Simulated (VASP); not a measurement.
Band structure of PbO₂ (rutile). Method: SCAN meta-GGA, VASP's PBE PAW potentials (set 64) (plane waves; VASP).

The path is coarsely sampled, so an indirect gap can come out somewhat too large. Unless said otherwise, spin-orbit coupling is left out, though it shifts the bands of the heavy elements here.

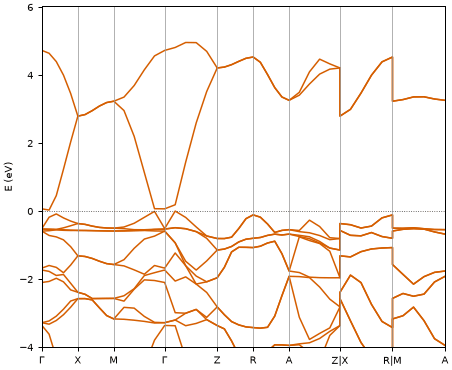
Figure. Bands along high-symmetry lines, zero at the valence-band maximum or, without a gap, the Fermi level

Read the plot: is there a gap, and where are the band edges?

The gap is indirect, 0.03 eV, from the valence maximum at Γ-Z at 0.20 to the conduction minimum at Γ-X at 0.20.

The compound is PbO2 in the rutile structure. It was relaxed first.
